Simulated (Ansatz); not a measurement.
## Electronic structure of CH7AlFNS in real space

Input

```
crystal:
  periodic: [false, false, false]
  atoms:
    - { symbol: Al, position_ang: [-0.38422, -0.30366, 0.152059] }
    - { symbol: F, position_ang: [1.87138, 1.557085, 1.095957] }
    - { symbol: C, position_ang: [0.166437, -0.16755, -1.714062] }
    - { symbol: "N", position_ang: [-0.23175, -1.736325, 1.198839] }
    - { symbol: H, position_ang: [1.071049, 1.900977, 1.396055] }
    - { symbol: S, position_ang: [-1.517023, 1.397648, 1.104282] }
    - { symbol: H, position_ang: [0.801511, -1.016313, -2.03886] }
    - { symbol: H, position_ang: [0.734786, 0.769498, -1.885258] }
    - { symbol: H, position_ang: [-0.724131, -0.142272, -2.378188] }
    - { symbol: H, position_ang: [-0.588114, -1.799068, 2.154556] }
    - { symbol: H, position_ang: [0.285575, -2.585467, 0.963288] }
    - { symbol: H, position_ang: [-1.4855, 2.125346, -0.048568] }
basis:
  gaussian: { orbitals: def2-SVP }
hamiltonian:
  xc: pbe
  dispersion: d4
relax:
  f_tol: 0.03
  max_steps: 50
output:
  orbitals: {}
```

Command:

```sh
ansatz run input.yaml --threads 2 --pin off --max-ram 3072MiB --backend cpu --events-out ev --progress --plain --runs-dir out
```

The fields are those of the relaxed geometry.

Theory: Ansatz 0.2.0, RKS PBE-D4/def2-SVP.

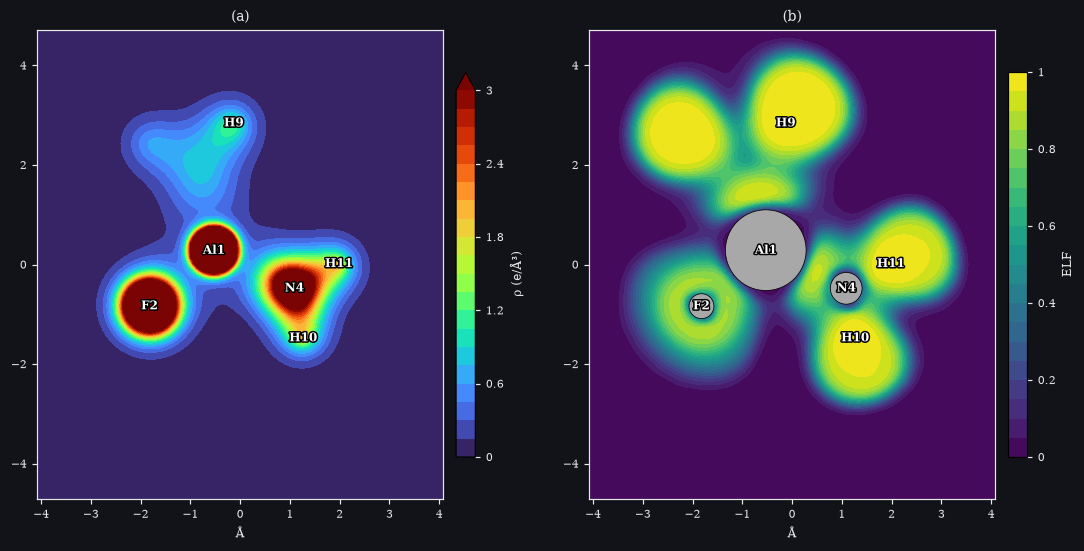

Figure 1. (a) electron density; (b) ELF on the plane of atoms F2, Al1 and N4. Grey discs cover the atomic cores in the ELF map.

Question: Read the bonding off the picture.

Answer:
- The plane passes through Al, F, N and H nuclei.
- Al–F (1.71 Å): ρ at the midpoint is about 0.71 e/Å³; the ELF peaks at about 0.85 in the valence shell of F, 0.6 Å from its nucleus, and is about 0.30 at the midpoint.
- Al–N (1.79 Å): the density is about 0.8 e/Å³ at the midpoint; the ELF peaks at about 0.90 in the valence shell of N, 0.7 Å from its nucleus, and is about 0.60 at the midpoint.
- N–H (1.02 Å): the density is about 2.7 e/Å³ at the midpoint; the ELF climbs to about 1 towards the hydrogen, as it does in any bond to H; a covalent bond by its length.
- The ELF also peaks beside F2, away from the bonds: lone-pair regions.

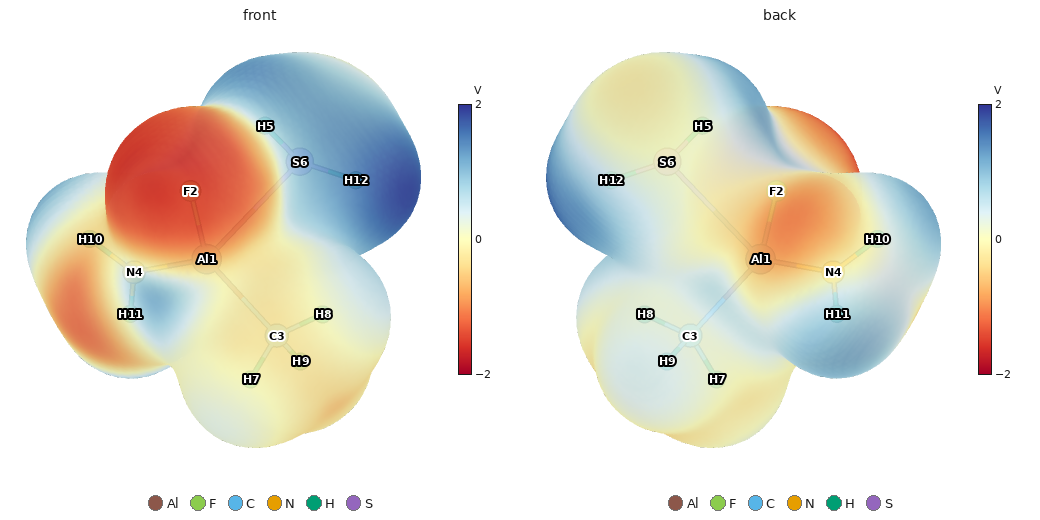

Figure 2. The electrostatic potential painted on the density surface at 0.002 e/bohr³, seen from the front and from behind; the colour scale runs from red (negative) to blue (positive).

Question: Which sites attract a positive test charge, and which a negative one?

Answer: A positive charge is drawn to the negative regions and a negative charge to the positive ones. The most negative region (about −1.6 V) lies over F2, the most positive (about +1.8 V) over H12.

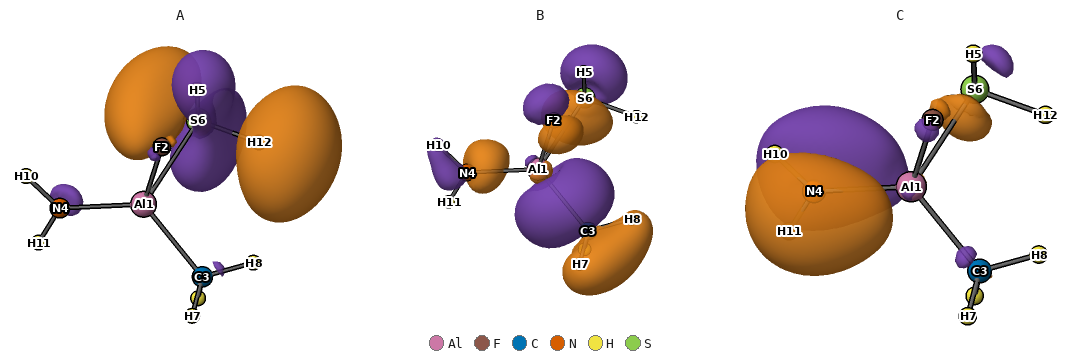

Figure 3. Three frontier orbitals at ±0.1 Å⁻³ᐟ² (orange and purple are the two phases), in no order.

Question: Order the three orbitals by energy and name them.

Answer: B is the HOMO−1 (−6.52 eV). By Hirshfeld shares it lies mainly on C3 (about 45 %), Al1 (about 15 %), S6 (about 15 %) and F2 (about 5 %). C is the HOMO (−5.15 eV). It lies mainly on N4 (about 75 %); largely a lone pair of N4. A is the LUMO (−0.83 eV). It lies mainly on S6 (about 50 %), H12 (about 35 %) and H5 (about 5 %).

Question: What is the HOMO–LUMO gap?

Answer: 4.32 eV between the orbital energies.
